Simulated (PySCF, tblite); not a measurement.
# C₈H₈SSe: excited states

Aim: compute the excited states of C₈H₈SSe (`C[Se]c1cccc(C=S)c1`).

Computed with tblite 0.8.0 and PySCF 2.14.0 and routines of our own; the level stands in each step. Atoms count from 0.

## 1. The system as given

18 atoms, charge 0, multiplicity 1; geometry from: force field or distance geometry start.

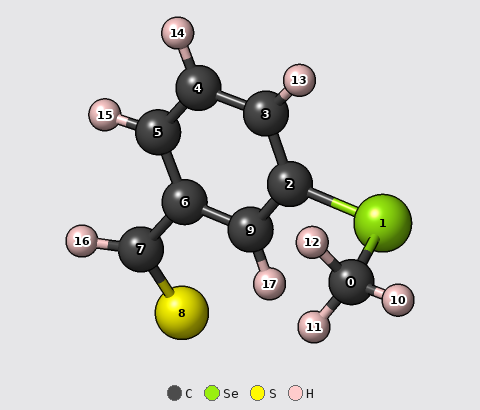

The starting geometry (carbon dark grey, selenium green, sulfur yellow, hydrogen pink).

## 2. Geometry optimisation with GFN2-xTB

What the job is given:

```
{"job": {"kind": "relax", "xc": "GFN2-xTB", "basis": "xTB"}, "charge": 0, "multiplicity": 1}
C      3.221600    -0.934600     0.303900
Se     2.298800    -0.279800    -1.323900
C      0.598400     0.313000    -0.629700
C      0.382500     1.646500    -0.301600
C     -0.860900     2.022700     0.197800
C     -1.862800     1.070600     0.315200
C     -1.608400    -0.250100    -0.040100
C     -2.671600    -1.262100     0.105800
S     -2.649500    -2.601900    -0.811300
C     -0.381000    -0.659000    -0.516000
H      4.266800    -1.142000     0.125100
H      2.625300    -1.780200     0.714200
H      3.033600    -0.089900     1.049900
H      1.199900     2.366900    -0.409300
H     -1.067200     3.058500     0.470500
H     -2.854500     1.314100     0.703000
H     -3.461400    -1.097300     0.818800
H     -0.218200    -1.689400    -0.784100
```

Run with:

```
$ OMP_NUM_THREADS=1 python excited_run.py task.json out
```

This one command runs all jobs of the session in turn.

Output:

```text
step      E/eV     max force
  0    -750.12073    2.481
  1    -750.25696    0.900
  2    -750.29805    0.767
  3    -750.33704    0.612
  4    -750.35415    0.309
  5    -750.36152    0.198
  6    -750.36692    0.192
  7    -750.37177    0.194
  8    -750.37614    0.190
  9    -750.37970    0.153
 10    -750.38298    0.165
 11    -750.38616    0.175
 12    -750.38935    0.114
 13    -750.39221    0.133
 14    -750.39496    0.131
 15    -750.39793    0.152
 16    -750.40107    0.133
 17    -750.40419    0.150
 18    -750.40692    0.163
 19    -750.40893    0.125
 20    -750.41039    0.081
 21    -750.41163    0.088
 22    -750.41300    0.131
 23    -750.41464    0.161
 24    -750.41625    0.134
 25    -750.41761    0.105
 26    -750.41886    0.107
 27    -750.42028    0.140
 28    -750.42200    0.154
 29    -750.42386    0.159
 30    -750.42551    0.116
 31    -750.42680    0.101
 32    -750.42799    0.125
 33    -750.42915    0.100
 34    -750.42954    0.141
 35    -750.43069    0.076
 36    -750.43118    0.054
 37    -750.43184    0.052
 38    -750.43221    0.054
 39    -750.43271    0.048
 40    -750.43306    0.053
 41    -750.43341    0.048
 42    -750.43369    0.040
 43    -750.43399    0.040
 44    -750.43421    0.032
 45    -750.43437    0.024
 46    -750.43449    0.025
 47    -750.43458    0.023
 48    -750.43466    0.023
 49    -750.43474    0.022
 50    -750.43483    0.025
 51    -750.43496    0.034
 52    -750.43512    0.036
 53    -750.43527    0.029
 54    -750.43539    0.028
 55    -750.43550    0.025
 56    -750.43564    0.032
 57    -750.43581    0.032
 58    -750.43596    0.023
 59    -750.43608    0.025
 60    -750.43617    0.023
 61    -750.43626    0.023
 62    -750.43633    0.018
 63    -750.43639    0.018
 64    -750.43645    0.021
 65    -750.43653    0.026
 66    -750.43662    0.027
 67    -750.43673    0.024
 68    -750.43686    0.025
 69    -750.43707    0.042
 70    -750.43745    0.059
 71    -750.43806    0.064
 72    -750.43870    0.071
 73    -750.43925    0.072
 74    -750.43982    0.066
 75    -750.44047    0.079
 76    -750.44143    0.088
 77    -750.44243    0.117
 78    -750.44347    0.085
 79    -750.44457    0.092
 80    -750.44655    0.116
 81    -750.44881    0.114
 82    -750.45166    0.113
 83    -750.44137    0.451
 84    -750.45405    0.104
 85    -750.45531    0.104
 86    -750.45534    0.266
 87    -750.46064    0.084
 88    -750.46176    0.069
 89    -750.46303    0.057
 90    -750.46338    0.049
 91    -750.46399    0.043
 92    -750.46427    0.044
 93    -750.46478    0.053
 94    -750.46531    0.060
 95    -750.46602    0.067
 96    -750.46674    0.054
 97    -750.46730    0.054
 98    -750.46775    0.055
 99    -750.46829    0.053
100    -750.46896    0.071
101    -750.46951    0.047
102    -750.46987    0.054
103    -750.47017    0.063
104    -750.47050    0.064
105    -750.47095    0.067
106    -750.47155    0.066
107    -750.47231    0.064
108    -750.47320    0.070
109    -750.47417    0.070
110    -750.47526    0.080
111    -750.47661    0.084
112    -750.47830    0.109
113    -750.48022    0.122
114    -750.48220    0.117
115    -750.48414    0.122
116    -750.48535    0.245
117    -750.48771    0.187
118    -750.49119    0.144
119    -750.49616    0.231
120    -750.50139    0.170
121    -750.50496    0.300
122    -750.50535    0.263
123    -750.51191    0.197
124    -750.51353    0.270
125    -750.51756    0.158
126    -750.52281    0.203
127    -750.52947    0.201
128    -750.52526    0.622
129    -750.53388    0.156
130    -750.53582    0.164
131    -750.53971    0.120
132    -750.54299    0.327
133    -750.54637    0.118
134    -750.54930    0.107
135    -750.55112    0.107
136    -750.55192    0.074
137    -750.55290    0.057
138    -750.55339    0.063
139    -750.55356    0.076
140    -750.55401    0.038
141    -750.55425    0.041
142    -750.55461    0.050
143    -750.55485    0.042
144    -750.55506    0.058
145    -750.55530    0.036
146    -750.55557    0.031
147    -750.55575    0.026
148    -750.55587    0.019
149    -750.55594    0.014
150    -750.55598    0.019
151    -750.55602    0.019
152    -750.55607    0.018
153    -750.55613    0.016
154    -750.55619    0.016
155    -750.55623    0.013
156    -750.55627    0.018
157    -750.55630    0.013
158    -750.55633    0.013
159    -750.55636    0.013
160    -750.55637    0.012
161    -750.55638    0.010
```

It took 2.6 s on 1 thread of Arm Neoverse N1, shared host.

Relaxation path: (not every step is listed)

| step | energy from step 0 (eV) | largest force (eV/Å) |
| --- | --- | --- |
| 0 | 0.0000 | 2.4809 |
| 1 | -0.1362 | 0.9004 |
| 2 | -0.1773 | 0.7667 |
| 3 | -0.2163 | 0.6121 |
| 4 | -0.2334 | 0.3087 |
| 5 | -0.2408 | 0.1983 |
| 6 | -0.2462 | 0.1917 |
| 7 | -0.2510 | 0.1937 |
| 8 | -0.2554 | 0.1903 |
| 22 | -0.2923 | 0.1312 |
| 36 | -0.3105 | 0.0540 |
| 50 | -0.3141 | 0.0246 |
| 64 | -0.3157 | 0.0215 |
| 78 | -0.3227 | 0.0846 |
| 92 | -0.3435 | 0.0444 |
| 106 | -0.3508 | 0.0665 |
| 120 | -0.3807 | 0.1702 |
| 134 | -0.4286 | 0.1066 |
| 148 | -0.4351 | 0.0185 |
| 156 | -0.4355 | 0.0175 |
| 157 | -0.4356 | 0.0135 |
| 158 | -0.4356 | 0.0130 |
| 159 | -0.4356 | 0.0130 |
| 160 | -0.4356 | 0.0121 |
| 161 | -0.4357 | 0.0099 |

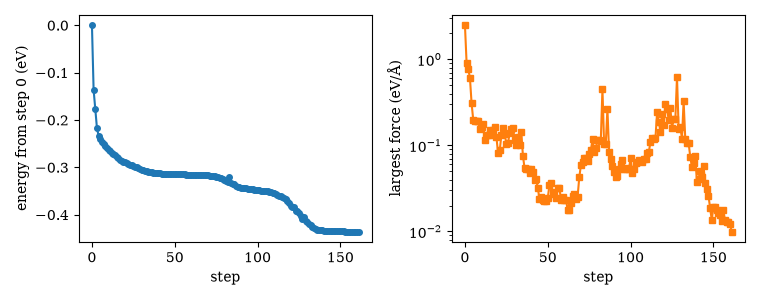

Energy and largest force along the relaxation.

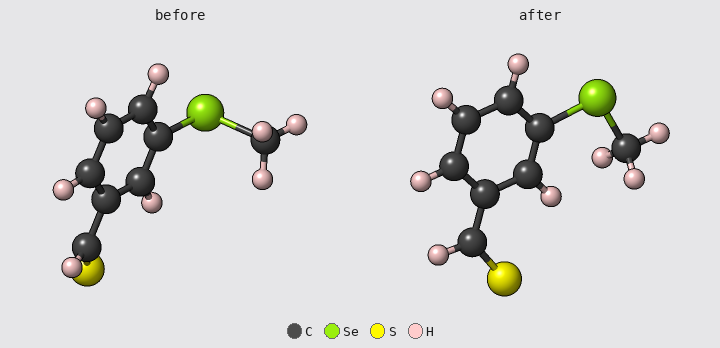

The geometry before (left) and after (right).

Close pairs (by a distance rule), those that changed most:

| bond | before (Å) | after (Å) | change (Å) |
| --- | --- | --- | --- |
| C0–H12 | 1.143 | 1.087 | -0.055 |
| C6–C7 | 1.475 | 1.437 | -0.038 |
| C0–Se1 | 1.982 | 1.950 | -0.033 |
| C0–H11 | 1.113 | 1.087 | -0.026 |
| C6–C9 | 1.378 | 1.400 | +0.021 |
| Se1–C2 | 1.930 | 1.912 | -0.018 |
| C3–H13 | 1.095 | 1.082 | -0.013 |
| C5–H15 | 1.092 | 1.080 | -0.012 |

The end geometry stands in the next job.

## 3. Harmonic vibrations with GFN2-xTB

What the job is given:

```
{"job": {"kind": "ir", "xc": "GFN2-xTB", "basis": "xTB"}, "charge": 0, "multiplicity": 1}
C      2.907533    -1.406030    -0.116302
Se     2.681941     0.527661    -0.225620
C      0.780953     0.700288    -0.108440
C      0.252963     1.988982    -0.203686
C     -1.113161     2.189298    -0.129066
C     -1.967399     1.116205     0.039729
C     -1.449590    -0.180624     0.138946
C     -2.339169    -1.295451     0.316136
S     -1.888339    -2.853920     0.449294
C     -0.065864    -0.376476     0.063838
H      3.973944    -1.592933    -0.213393
H      2.373252    -1.883915    -0.933773
H      2.557473    -1.766130     0.847859
H      0.925465     2.825676    -0.336345
H     -1.512177     3.189585    -0.205224
H     -3.034649     1.270397     0.097259
H     -3.399431    -1.060346     0.361995
H      0.307497    -1.385952     0.145136
```

Output:

```text
mode    cm-1     km/mol
  1      34.8      5.29
  2      77.1      1.76
  3      93.5      3.16
  4     136.4      0.09
  5     183.5      0.61
  6     205.9      0.22
  7     211.8      2.61
  8     267.9      0.24
  9     287.1      0.49
 10     384.1      0.08
 11     388.7      1.40
 12     482.5      0.70
 13     545.0     13.23
 14     573.0     16.98
 15     628.8     10.59
 16     638.7      2.09
 17     752.9     13.70
 18     810.3     11.49
 19     851.2     19.28
 20     856.2      0.12
 21     874.5     15.95
 22     875.5      7.85
 23     888.8      0.26
 24     922.9      0.08
 25     977.5      5.51
 26    1076.2      3.02
 27    1088.4     14.56
 28    1130.1      0.50
 29    1179.8      7.79
 30    1213.9     29.47
 31    1237.6     70.94
 32    1282.2      2.15
 33    1310.4    100.00
 34    1343.1     26.38
 35    1411.9     17.55
 36    1427.9     31.02
 37    1434.6      6.94
 38    1438.4      5.39
 39    1549.7     47.96
 40    1561.6     18.21
 41    2975.6     23.73
 42    3004.3      2.88
 43    3016.9      9.08
 44    3029.3      5.42
 45    3064.6     11.94
 46    3083.1     11.91
 47    3094.2      0.66
 48    3094.8     43.59
```

Wall time 1.4 s (1 thread of Arm Neoverse N1, shared host).

The strongest bands and the atoms that carry them (share of the mass-weighted mode):

| cm⁻¹ | km/mol | atoms |
| --- | --- | --- |
| 1214 | 29.5 | H16 49 %, C6 22 % |
| 1238 | 70.9 | H17 44 %, H13 13 % |
| 1310 | 100.0 | C7 29 %, H16 15 %, C6 13 %, C5 12 % |
| 1343 | 26.4 | C2 17 %, C4 16 %, C6 15 %, C9 14 % |
| 1428 | 31.0 | H11 30 %, H12 26 % |
| 1550 | 48.0 | C3 29 %, C6 24 %, C5 14 %, C4 14 % |
| 2976 | 23.7 | H16 93 % |
| 3095 | 43.6 | H14 60 %, H15 27 % |

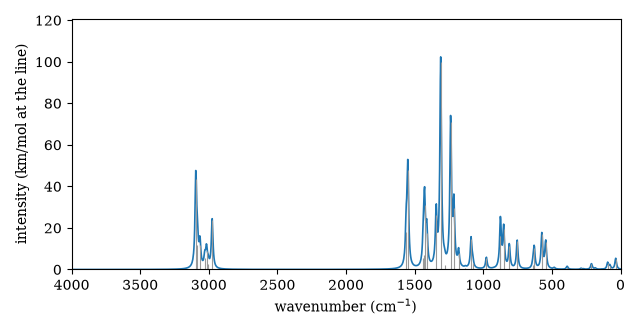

The infrared spectrum from these modes, unscaled. Lines are broadened to a width of 14 cm⁻¹ (Lorentzian).

## 4. Excited states: TDA PBE0/def2-SVP

The job, as its differences from that of step 3:

```diff
@@ -1,2 +1,2 @@
-{"job": {"kind": "ir", "xc": "GFN2-xTB", "basis": "xTB"}, "charge": 0, "multiplicity": 1}
+{"job": {"kind": "states", "xc": "PBE0", "basis": "def2-SVP", "tda": true, "soc": true, "nstates": 5, "ntriplets": 5, "nquad": 4}, "charge": 0, "multiplicity": 1}
 C      2.907533    -1.406030    -0.116302
```

Method: TDA PBE0/def2-SVP excited states, vertical, gas phase, spin-orbit mean-field couplings.

Output:

```text
coarse grid: 74864 points
cycle   1  E = -3107.9226702436  dE =  6.488e-01  |g| = 3.446e-01  |ddm| = 5.322e+00
cycle   2  E = -3107.8985654108  dE =  2.410e-02  |g| = 4.641e-01  |ddm| = 1.201e+00
cycle   3  E = -3107.9542930237  dE = -5.573e-02  |g| = 1.301e-01  |ddm| = 8.082e-01
cycle   4  E = -3107.9587981959  dE = -4.505e-03  |g| = 4.355e-02  |ddm| = 2.285e-01
cycle   5  E = -3107.9592822049  dE = -4.840e-04  |g| = 1.648e-02  |ddm| = 8.680e-02
cycle   6  E = -3107.9593577363  dE = -7.553e-05  |g| = 4.473e-03  |ddm| = 2.553e-02
cycle   7  E = -3107.9593628668  dE = -5.131e-06  |g| = 1.656e-03  |ddm| = 7.290e-03
final grid: 157464 points
cycle   8  E = -3107.9593990220  dE =  1.512e-06  |g| = 2.787e-03  |ddm| = 7.208e-03
cycle   9  E = -3107.9593933442  dE =  5.678e-06  |g| = 5.122e-03  |ddm| = 1.043e-02
cycle  10  E = -3107.9594013588  dE = -8.015e-06  |g| = 3.190e-04  |ddm| = 6.798e-03
cycle  11  E = -3107.9594013827  dE = -2.391e-08  |g| = 4.295e-05  |ddm| = 4.020e-04
cycle  12  E = -3107.9594013832  dE = -4.684e-10  |g| = 1.245e-05  |ddm| = 6.697e-05
converged SCF energy = -3107.9594013832

Singlet excitations
state   eV       nm        f     d(h-e)  d(exc)  Lambda  PR(NTO)  |dmu|/D   mu/D   main configurations
  1   2.1295   582.2   0.00003   1.361   2.940   0.468   1.001    2.649    1.010   H-1->L 0.99
  2   2.7914   444.2   0.01956   3.705   4.845   0.388   1.034    9.928   10.874   H->L 0.96
  3   4.5084   275.0   0.28549   1.748   3.665   0.714   1.128    3.764    5.404   H-2->L 0.67, H-3->L 0.25
  4   4.8467   255.8   0.34096   1.046   3.669   0.617   1.711    2.792    4.108   H-3->L 0.45, H-2->L 0.22, H->L+1 0.20
  5   4.9763   249.1   0.00007   3.787   4.541   0.122   1.003                     H-1->L+1 1.00

Triplet excitations (Tamm-Dancoff)
state   eV     d(h-e)  d(exc)  Lambda  PR(NTO)   main configurations
  1   1.6199   1.275   2.858   0.467   1.002   H-1->L 0.98
  2   2.2732   1.801   4.001   0.508   1.035   H->L 0.66, H-2->L 0.28
  3   2.5561   1.460   3.672   0.669   1.044   H-2->L 0.63, H->L 0.30
  4   3.8939   0.970   3.120   0.640   1.519   H->L+1 0.69, H-5->L 0.09
  5   4.0532   1.368   3.481   0.614   1.561   H-3->L 0.58, H->L+1 0.16, H-5->L 0.13
S1 - T1 = 0.5096 eV

Spin-orbit couplings |<S|Hso|T>| (cm-1)
             T1       T2       T3       T4       T5
S0      154.433    0.671    1.528   21.519   12.662
S1        0.081  101.847   64.037   33.596   22.988
S2       37.969    0.508    0.767    0.602    2.854
S3       75.674    2.724    2.520    0.985    0.344
S4       55.502    7.003    6.268    3.189    2.216
S5        0.701    2.658    2.722   39.625   31.834
T1 sublevels (cm-1): 0.000 0.000 3.890   radiative rates (1/s): 0.237 0.00471 6.72e+03
```

Wall time 86 s (1 thread of Arm Neoverse N1, shared host); peak memory 0.87 GiB.

In short:

| quantity | value |
| --- | --- |
| S1 less T1 | 0.51 eV |

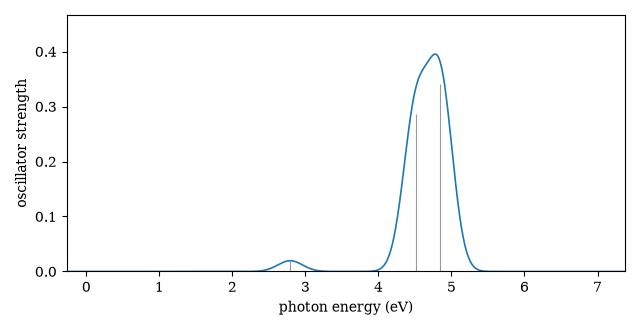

Absorption lines of the singlets. Lines are broadened to a width of 0.40 eV (Gaussian).

## 5. Summary of results

| quantity | value |
| --- | --- |
| strongest single infrared mode (GFN2-xTB) | 1310 cm⁻¹, 100 km/mol |
| zero-point energy (GFN2-xTB) | 81.5 kcal/mol |
| S1 less T1 (step 4, TDA PBE0/def2-SVP) | 0.51 eV |

All 48 modes are real, so the xTB geometry is a minimum. The strongest single mode, at 1310 cm⁻¹, has its largest shares on C7, H16, C6 and C5 (the list is cut at 4 atoms). GFN2-xTB is a fitted tight-binding method: band positions and strengths are rough. Its intensities can rank the bands wrongly. Scalar relativity is left out for the heavy atoms. In step 4, the number of triplets below S1 is 1, and the largest singlet-triplet spin-orbit coupling is S0–T1, 154.43 cm⁻¹.
